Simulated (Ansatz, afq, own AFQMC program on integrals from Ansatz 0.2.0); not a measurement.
**CoN₂+ (triplet): AFQMC on the coupled-cluster ladder at distance Co1–N2 = 5.207 Å, def2-SVP**

How near does AFQMC come to the top of the ladder for CoN₂+ (triplet)?

Method: def2-SVP, frozen cores; program: Ansatz 0.2.0, Gaussian basis, and an in-house AFQMC program (afq) on its integrals; all values are calculated.

To be run: CCSD(T) on UHF; PBE (unrestricted); CCSDT(Q) on UHF; r2SCAN (unrestricted); PBE0 (unrestricted); B3LYP (unrestricted); wB97M-V (unrestricted); B2PLYP (unrestricted); Phaseless AFQMC, CISD trial on UHF.

2 further runs of the same task are left out: 2 that didn't finish.

## 1. The system

The geometry derives from a PBE0/def2-TZVP stationary point (not a proven minimum). One bond is set to the value named and the two fragments are kept rigid.

3 atoms, charge 1, spin multiplicity 3.

Atoms are counted from 1 here; the program's logs count them from 0.

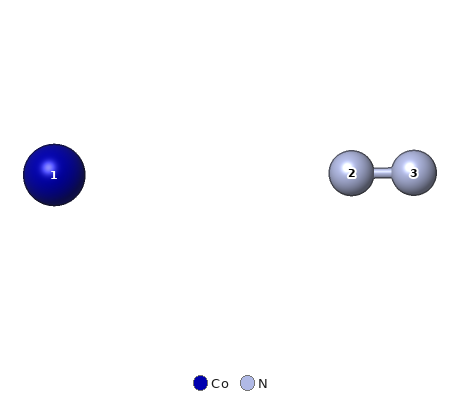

The geometry (cobalt blue, nitrogen light blue); atoms are numbered from 1 in the order of the file.

## 2. CCSD(T) on UHF

The input, in.yaml:

```yaml
crystal:
  periodic: [false, false, false]
  atoms:
    - {symbol: Co, position_ang: [0.000000, 0.000000, 3.835333]}
    - {symbol: N, position_ang: [0.000000, 0.000000, -1.371667]}
    - {symbol: N, position_ang: [0.000000, 0.000000, -2.463667]}
basis:
  gaussian: {orbitals: def2-SVP}
total_charge: 1
magnetization: {spin_polarized: true, initial_magnetization: 2}
correlation: {method: ccsd_t, electrons: outside_noble_gas, hamiltonian_folder: ham}
```

Started as:

```console
$ ansatz run in.yaml --threads 1 --pin off --events-out ev --progress --plain --max-ram 15360MiB --backend cuda --devices 0, --max-vram 18GiB
```

Output, cut to the lines that bear on the results:

```text
Functional definition: HF
  name "HF"
  cite "Fock, Z. Phys. 61, 126 (1930) doi:10.1007/BF01340294"
  parent pbe
[...]
616 factors; integrals over basis functions are off by at most 1.2e-3 eV
[...]
mean field -40539.53259532 eV, -1489.8003441958 hartree, gradient 3.0e-10 eV, S^2 3.004437; 48 other end points of the search recorded, 0 dependent functions left out
determinant -40539.53259532 eV, -1489.8003441958 hartree, with singles and doubles -40551.23313030 eV, -1490.2303309257 hartree
determinant -40539.53257946 eV, -1489.8003436130 hartree, with singles and doubles -40551.23311283 eV, -1490.2303302836 hartree
determinant -40539.53256513 eV, -1489.8003430863 hartree, with singles and doubles -40551.23309712 eV, -1490.2303297061 hartree
determinant -40539.53247440 eV, -1489.8003397523 hartree, with singles and doubles -40551.23299737 eV, -1490.2303260403 hartree
determinant -40539.07554981 eV, -1489.7835480832 hartree, with singles and doubles -40550.95619650 eV, -1490.2201537961 hartree
determinant -40539.07434417 eV, -1489.7835037768 hartree, with singles and doubles -40550.95505797 eV, -1490.2201119559 hartree
determinant -40538.57416888 eV, -1489.7651226740 hartree, with singles and doubles -40551.60269516 eV, -1490.2439121837 hartree
determinant -40538.57415693 eV, -1489.7651222346 hartree, with singles and doubles -40551.60268353 eV, -1490.2439117561 hartree
[...]
determinant -40539.53259532 eV, -1489.8003441958 hartree, with singles and doubles -40551.31893296 eV, -1490.2334841149 hartree
determinant -40539.53257946 eV, -1489.8003436130 hartree, with singles and doubles -40551.31889211 eV, -1490.2334826140 hartree
determinant -40539.53256513 eV, -1489.8003430863 hartree, with singles and doubles -40551.31886011 eV, -1490.2334814378 hartree
determinant -40539.53247440 eV, -1489.8003397523 hartree, with singles and doubles -40551.31872246 eV, -1490.2334763795 hartree
determinant -40538.57416888 eV, -1489.7651226740 hartree, with singles and doubles -40551.60278340 eV, -1490.2439154262 hartree
determinant -40538.57415693 eV, -1489.7651222346 hartree, with singles and doubles -40551.60274783 eV, -1490.2439141190 hartree
determinant -40538.57406163 eV, -1489.7651187327 hartree, with singles and doubles -40551.60267579 eV, -1490.2439114716 hartree
determinant -40538.57402585 eV, -1489.7651174174 hartree, with singles and doubles -40551.60263721 eV, -1490.2439100539 hartree
determinant -40538.15509583 eV, -1489.7497220232 hartree, with singles and doubles -40551.35476394 eV, -1490.2348008791 hartree
11 core orbitals not correlated: weight in the atoms' cores, before any rotation towards them, 1.000 or more for the frozen orbitals, at most 0.000 for the correlated occupied ones
reference -40538.57416888 eV, -1489.7651226740 hartree; 10, 8 occupied and 38, 40 virtual orbitals, 616 factors
second order -13.18524748 eV of doubles, -0.00000000 eV of singles
cycle   1  -13.02860760 eV  change    6.9e-6 eV  update   3.0e-6
perturbative correction -0.42498965 eV, -0.0156180816 hartree
Total energy: -40552.02776614 eV, -1490.2595332539 hartree
```

Run time: 45 s. Hardware: 1 × NVIDIA H100 80GB HBM3 with 1 thread of AMD EPYC 7R13 (Zen 3), shared host; peak host memory 1.6 GiB.

From the report: ⟨S²⟩ of the determinant 2.002 (pure triplet: 2.00); correlation -13.4536 eV; T1 0.010; largest double amplitude 0.10.

This run also writes the integrals to the folder ham.

## 3. PBE (unrestricted)

in.yaml: that of step 2 with these lines changed.

```diff
@@ -10,2 +10,3 @@
 magnetization: {spin_polarized: true, initial_magnetization: 2}
-correlation: {method: ccsd_t, electrons: outside_noble_gas, hamiltonian_folder: ham}
+hamiltonian: {xc: {name: PBE}}
+output: {orbitals: {seedname: orbitals}}
```

Started as:

```console
$ ansatz run in.yaml --threads 1 --pin off --events-out ev --progress --plain --max-ram 5120MiB --backend cpu
```

Output, cut to the lines that bear on the results:

```text
Functional definition: PBE
  name "PBE"
  cite "Perdew, Burke & Ernzerhof, Phys. Rev. Lett. 77, 3865 (1996) doi:10.1103/PhysRevLett.77.3865"
  parent pbe
[...]
730 factors; their error is unknown
[...]
mean field -40580.31966475 eV, -1491.2992413508 hartree, gradient 2.4e-6 eV, S^2 2.278858; 17 other end points of the search recorded, 0 dependent functions left out
reference -40580.31971438 eV, -1491.2992431750 hartree; 21, 19 occupied and 38, 40 virtual orbitals, 730 factors
Total energy: -40580.31971438 eV, -1491.2992431750 hartree
```

Wall time 74 s (1 thread of AMD EPYC 7R13 (Zen 3), shared host); peak memory 1.6 GiB.

From the report: ⟨S²⟩ of the determinant 2.279 (pure triplet: 2.00).

## 4. CCSDT(Q) on UHF

in.yaml: that of step 3 with these lines changed.

```diff
@@ -10,3 +10,2 @@
 magnetization: {spin_polarized: true, initial_magnetization: 2}
-hamiltonian: {xc: {name: PBE}}
-output: {orbitals: {seedname: orbitals}}
+correlation: {method: ccsdt_q, electrons: outside_noble_gas}
```

Started as:

```console
$ ansatz run in.yaml --threads 1 --pin off --events-out ev --progress --plain --max-ram 15360MiB --backend cuda --devices 0, --max-vram 18GiB
```

Output, cut to the lines that bear on the results:

```text
Functional definition: HF
  name "HF"
  cite "Fock, Z. Phys. 61, 126 (1930) doi:10.1007/BF01340294"
  parent pbe
[...]
1012 factors; integrals over basis functions are off by at most 1.7e-7 eV
[...]
mean field -40539.53261536 eV, -1489.8003449322 hartree, gradient 2.9e-10 eV, S^2 3.004437; 47 other end points of the search recorded, 0 dependent functions left out
determinant -40539.53261536 eV, -1489.8003449322 hartree, with singles and doubles -40551.23317223 eV, -1490.2303324663 hartree
determinant -40539.53259950 eV, -1489.8003443494 hartree, with singles and doubles -40551.23315528 eV, -1490.2303318437 hartree
determinant -40539.53258517 eV, -1489.8003438227 hartree, with singles and doubles -40551.23313899 eV, -1490.2303312449 hartree
determinant -40539.53249444 eV, -1489.8003404887 hartree, with singles and doubles -40551.23304019 eV, -1490.2303276142 hartree
[...]
determinant -40538.57407644 eV, -1489.7651192766 hartree, with singles and doubles -40551.60272291 eV, -1490.2439132035 hartree
determinant -40538.57404064 eV, -1489.7651179613 hartree, with singles and doubles -40551.60268293 eV, -1490.2439117340 hartree
determinant -40538.15511093 eV, -1489.7497225783 hartree, with singles and doubles -40551.35480046 eV, -1490.2348022213 hartree
11 core orbitals not correlated: weight in the atoms' cores, before any rotation towards them, 1.000 or more for the frozen orbitals, at most 0.000 for the correlated occupied ones
reference -40538.57418369 eV, -1489.7651232181 hartree; 10, 8 occupied and 38, 40 virtual orbitals, 1012 factors
second order -13.18529531 eV of doubles, -0.00000000 eV of singles
cycle   1  -12.56997495 eV  change    6.2e-1 eV  update   1.0e-1
[...]
cycle  25  -13.45498403 eV  change   -2.2e-8 eV  update   1.9e-6
perturbative correction -0.04073425 eV, -0.0014969560 hartree
Total energy: -40552.06990197 eV, -1490.2610817173 hartree
```

Wall time 1.9 min (1 × NVIDIA H100 80GB HBM3 with 1 thread of AMD EPYC 7R13 (Zen 3), shared host); peak host memory 1.6 GiB.

From the report: ⟨S²⟩ of the determinant 2.002 (pure triplet: 2.00); correlation -13.4957 eV; T1 0.009; largest double amplitude 0.11.

## 5. r2SCAN (unrestricted)

in.yaml: that of step 4 with these lines changed.

```diff
@@ -10,2 +10,2 @@
 magnetization: {spin_polarized: true, initial_magnetization: 2}
-correlation: {method: ccsdt_q, electrons: outside_noble_gas}
+hamiltonian: {xc: {name: r2SCAN}}
```

Started as:

```console
$ ansatz run in.yaml --threads 1 --pin off --events-out ev --progress --plain --max-ram 5120MiB --backend cpu
```

Output, cut to the lines that bear on the results:

```text
Functional definition: r2SCAN
  name "r2SCAN"
  cite "Furness, Kaplan, Ning, Perdew & Sun, J. Phys. Chem. Lett. 11, 8208 (2020) doi:10.1021/acs.jpclett.0c02405"
  cite "Furness, Kaplan, Ning, Perdew & Sun, J. Phys. Chem. Lett. 11, 9248 (2020) doi:10.1021/acs.jpclett.0c03077"
  parent r2scan
[...]
730 factors; their error is unknown
[...]
mean field -40588.26044346 eV, -1491.5910595860 hartree, gradient 1.1e-6 eV, S^2 2.159605; 19 other end points of the search recorded, 0 dependent functions left out
reference -40588.26045770 eV, -1491.5910601094 hartree; 21, 19 occupied and 38, 40 virtual orbitals, 730 factors
Total energy: -40588.26045770 eV, -1491.5910601094 hartree
```

Wall time 4 min (1 thread of AMD EPYC 7R13 (Zen 3), shared host); peak memory 1.6 GiB.

From the report: ⟨S²⟩ of the determinant 2.160 (pure triplet: 2.00).

## 6. PBE0 (unrestricted)

in.yaml: that of step 5 with these lines changed.

```diff
@@ -10,2 +10,3 @@
 magnetization: {spin_polarized: true, initial_magnetization: 2}
-hamiltonian: {xc: {name: r2SCAN}}
+hamiltonian: {xc: {name: PBE0}}
+output: {orbitals: {seedname: orbitals}}
```

Same command.

Output, cut to the lines that bear on the results:

```text
Functional definition: PBE0
  name "PBE0"
  cite "Adamo & Barone, J. Chem. Phys. 110, 6158 (1999) doi:10.1063/1.478522"
  cite "Perdew, Burke & Ernzerhof, Phys. Rev. Lett. 77, 3865 (1996) doi:10.1103/PhysRevLett.77.3865"
  parent pbe
[...]
616 factors; integrals over basis functions are off by at most 1.2e-3 eV
[...]
mean field -40580.96976338 eV, -1491.3231320350 hartree, gradient 5.5e-6 eV, S^2 2.000807; 2 other end points of the search recorded, 0 dependent functions left out
reference -40580.96979620 eV, -1491.3231332410 hartree; 21, 19 occupied and 38, 40 virtual orbitals, 616 factors
Total energy: -40580.96979620 eV, -1491.3231332410 hartree
```

It took 8 s on 1 thread of AMD EPYC 7R13 (Zen 3), shared host; peak memory 1.6 GiB.

From the report: ⟨S²⟩ of the determinant 2.001 (pure triplet: 2.00).

## 7. B3LYP (unrestricted)

in.yaml: that of step 6 with these lines changed.

```diff
@@ -10,3 +10,2 @@
 magnetization: {spin_polarized: true, initial_magnetization: 2}
-hamiltonian: {xc: {name: PBE0}}
-output: {orbitals: {seedname: orbitals}}
+hamiltonian: {xc: {name: B3LYP}}
```

Launched as before.

Output, cut to the lines that bear on the results:

```text
Functional definition: B3LYP
  name "B3LYP"
  cite "Stephens, Devlin, Chabalowski & Frisch, J. Phys. Chem. 98, 11623 (1994) doi:10.1021/j100096a001"
  cite "Becke, Phys. Rev. A 38, 3098 (1988) doi:10.1103/PhysRevA.38.3098"
  cite "Lee, Yang & Parr, Phys. Rev. B 37, 785 (1988) doi:10.1103/PhysRevB.37.785"
  cite "Vosko, Wilk & Nusair, Can. J. Phys. 58, 1200 (1980) doi:10.1139/p80-159"
[...]
616 factors; integrals over basis functions are off by at most 1.2e-3 eV
[...]
mean field -40591.50745566 eV, -1491.7103850837 hartree, gradient 2.5e-6 eV, S^2 2.114135; 8 other end points of the search recorded, 0 dependent functions left out
reference -40591.50769244 eV, -1491.7103937849 hartree; 21, 19 occupied and 38, 40 virtual orbitals, 616 factors
Total energy: -40591.50769244 eV, -1491.7103937849 hartree
```

Wall time 55 s (1 thread of AMD EPYC 7R13 (Zen 3), shared host); peak memory 1.6 GiB.

From the report: ⟨S²⟩ of the determinant 2.114 (pure triplet: 2.00).

## 8. wB97M-V (unrestricted)

in.yaml: that of step 7 with these lines changed.

```diff
@@ -10,2 +10,3 @@
 magnetization: {spin_polarized: true, initial_magnetization: 2}
-hamiltonian: {xc: {name: B3LYP}}
+hamiltonian: {xc: {name: wB97M-V}}
+output: {orbitals: {seedname: orbitals}}
```

Launched as before.

Output, cut to the lines that bear on the results:

```text
Functional definition: wB97M-V
  name "wB97M-V"
  cite "Mardirossian & Head-Gordon, J. Chem. Phys. 144, 214110 (2016) doi:10.1063/1.4952647"
  cite "Becke, J. Chem. Phys. 107, 8554 (1997) doi:10.1063/1.475007"
  cite "Vydrov & Van Voorhis, J. Chem. Phys. 133, 244103 (2010) doi:10.1063/1.3521275"
  # Of w^i u^j: cxij and so on, Table III.
[...]
  gx(w, u) = 1 - cx + cx01*u + cx10*w
  gss(w, u) = css00 + css04*u^4 + css10*w + css20*w^2 + css43*w^4*u^3
  gos(w, u) = cos00 + cos10*w + (cos20 + cos21*u)*w^2 + (cos60 + cos61*u)*w^6
[...]
      + integral(e_c_pw_mod_opposite_spin*gos(b97_w_opposite, b97_u_opposite)) + vv10(b, c)
616 factors; integrals over basis functions are off by at most 1.2e-3 eV
108 factors; integrals over basis functions are off by at most 8.8e-5 eV
[...]
mean field -40587.98596379 eV, -1491.5809726442 hartree, gradient 8.7e-6 eV, S^2 2.117524; 8 other end points of the search recorded, 0 dependent functions left out
reference -40587.98601732 eV, -1491.5809746115 hartree; 21, 19 occupied and 38, 40 virtual orbitals, 616 factors
Total energy: -40587.98601732 eV, -1491.5809746115 hartree
```

It took 4.4 min on 1 thread of AMD EPYC 7R13 (Zen 3), shared host; peak memory 1.6 GiB.

From the report: ⟨S²⟩ of the determinant 2.118 (pure triplet: 2.00).

## 9. B2PLYP (unrestricted)

in.yaml: that of step 8 with these lines changed.

```diff
@@ -10,3 +10,3 @@
 magnetization: {spin_polarized: true, initial_magnetization: 2}
-hamiltonian: {xc: {name: wB97M-V}}
-output: {orbitals: {seedname: orbitals}}
+hamiltonian: {xc: {name: B2PLYP}}
+correlation: {electrons: outside_noble_gas}
```

The command is unchanged.

Output, cut to the lines that bear on the results:

```text
Functional definition: B2PLYP
  name "B2PLYP"
  cite "Grimme, J. Chem. Phys. 124, 034108 (2006) doi:10.1063/1.2148954"
  cite "Becke, Phys. Rev. A 38, 3098 (1988) doi:10.1103/PhysRevA.38.3098"
  cite "Lee, Yang & Parr, Phys. Rev. B 37, 785 (1988) doi:10.1103/PhysRevB.37.785"
[...]
616 factors; integrals over basis functions are off by at most 1.2e-3 eV
[...]
mean field -40575.51182387 eV, -1491.1225564575 hartree, gradient 2.8e-10 eV, S^2 2.001373; 9 other end points of the search recorded, 0 dependent functions left out
11 core orbitals not correlated: weight in the atoms' cores, before any rotation towards them, 1.000 or more for the frozen orbitals, at most 0.000 for the correlated occupied ones
reference -40575.51194838 eV, -1491.1225610332 hartree; 10, 8 occupied and 38, 40 virtual orbitals, 616 factors
second order -16.18539719 eV of doubles, -0.00000000 eV of singles
Total energy: -40579.88200562 eV, -1491.2831576747 hartree
```

Run time: 84 s. Hardware: 1 thread of AMD EPYC 7R13 (Zen 3), shared host; peak memory 1.6 GiB.

From the report: ⟨S²⟩ of the determinant 2.001 (pure triplet: 2.00).

## 10. Phaseless AFQMC, CISD trial on UHF

It reads the integrals that the CCSD(T) run on this determinant wrote.

Started as:

```console
$ afq ham --method phaseless --trial cisd --walkers 4000 --populations 20 --least-time 60 --time-step 0.005 --steps-per-block 50 --equilibration-blocks 40 --max-blocks 4000 --target-error 0.00051 --factor-cut 1e-05 --start spin_pure --seed 8461 --release-times 0.24,0.6,1.2,1.8,2.6 --release-step 0.04 --release-every 4 --taylor-order 6
```

Output:

```text
orbitals 48  electrons 10 8  factors 374 of 616
reference energy -1489.76512267 Eh
CCSD correlation -0.47879226 Eh in 12 cycles, weight of the determinant in the CISD state 0.8698
energy of the start -1490.243846 Eh
 block  time / (1/Eh)  mean weight  energy / Eh
     1     0.250  0.9997  -1490.237238
     2     0.500  0.9999  -1490.246715
     3     0.750  1.0003  -1490.252989
     4     1.000  0.9999  -1490.255672
     5     1.250  1.0000  -1490.255369
     6     1.500  1.0010  -1490.257590
     7     1.750  0.9996  -1490.258257
     8     2.000  0.9997  -1490.259269
     9     2.250  0.9996  -1490.258639
    10     2.500  1.0001  -1490.257267
    13     3.250  1.0001  -1490.262889
    16     4.000  0.9998  -1490.261570
    19     4.750  1.0003  -1490.260868
    22     5.500  1.0002  -1490.261196
    25     6.250  0.9996  -1490.261661
    28     7.000  0.9995  -1490.262953
    31     7.750  0.9997  -1490.260005
    34     8.500  0.9999  -1490.259917
    37     9.250  1.0000  -1490.260320
    40    10.000  1.0001  -1490.258582
    43    10.750  1.0004  -1490.259390
    46    11.500  0.9997  -1490.261631
    49    12.250  0.9992  -1490.260487
    52    13.000  0.9995  -1490.261336
    55    13.750  1.0004  -1490.261956
    58    14.500  0.9996  -1490.259342
    61    15.250  1.0002  -1490.261284
    64    16.000  0.9999  -1490.265915
    67    16.750  0.9997  -1490.262047
    70    17.500  1.0000  -1490.261090
    73    18.250  0.9996  -1490.261202
    76    19.000  0.9997  -1490.261842
    79    19.750  1.0001  -1490.260692
    82    20.500  0.9993  -1490.261518
    85    21.250  1.0002  -1490.263238
    88    22.000  1.0001  -1490.260917
    91    22.750  1.0005  -1490.264655
    94    23.500  1.0010  -1490.262110
    97    24.250  1.0005  -1490.261551
   100    25.000  0.9999  -1490.261587
   103    25.750  1.0000  -1490.260966
   106    26.500  0.9999  -1490.257926
   109    27.250  0.9999  -1490.260880
   112    28.000  0.9997  -1490.261839
   115    28.750  0.9999  -1490.263499
   118    29.500  0.9995  -1490.261400
   121    30.250  1.0000  -1490.264656
   124    31.000  1.0000  -1490.264331
   127    31.750  0.9999  -1490.261898
   130    32.500  1.0010  -1490.259274
error from the spread of 20 populations
released: time / (1/Eh)  energy / Eh  error  mean overlap
  0.24  -1490.262111  0.000276  0.9979
  0.60  -1490.262484  0.000350  0.9930
  1.20  -1490.262550  0.000536  0.9916
  1.80  -1490.261586  0.000738  0.9866
  2.60  -1490.261281  0.001739  0.9700
energy -1490.261395 +/- 0.000288 Eh
```

Run time: 9.5 min. Hardware: 1 × NVIDIA H100 80GB HBM3 with 2 threads of AMD EPYC 7R13 (Zen 3), shared host; peak host memory 1.6 GiB.

Energy -40552.0784 ± 0.0078 eV. Caveats: constraint bias not in the error.

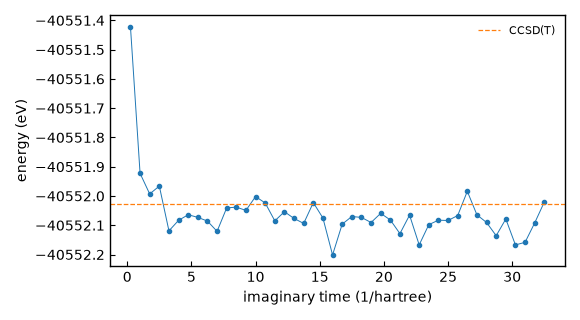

Block energies along the walk.

## 11. All levels side by side

On the UHF determinant, counted from CCSDT(Q) (a yardstick, not exact):

```csv
level,energy (eV),from CCSDT(Q) (meV),statistical error (meV),time
HF,-40538.5742,+13495.7,,
MP2,-40551.7594,+310.5,,
CCSD,-40551.6028,+467.1,,
CCSD(T),-40552.0278,+42.1,,
CCSDT(Q),-40552.0699,0.0,,
"Phaseless AFQMC, CISD trial, step 0.005, 4000 walkers",-40552.0784,-8.5,7.8,9.5 min
```

The functionals' totals stand on their own zeros and serve differences with other points: PBE -40580.320 eV; r2SCAN -40588.260 eV; PBE0 -40580.970 eV; B3LYP -40591.508 eV; wB97M-V -40587.986 eV; B2PLYP -40579.882 eV.

## 12. Summary of results

```
                                        quantity           value
                    CCSD(T) on UHF from CCSDT(Q)       +42.1 meV
Phaseless AFQMC, CISD trial on UHF from CCSDT(Q)  -8.5 ± 7.8 meV
```

**Reading.** On UHF the phaseless walk with the CISD trial lies -8.5 meV from CCSDT(Q), within three error bars. Error bars are statistical and leave out the constraint, the time step and what remains of the start.
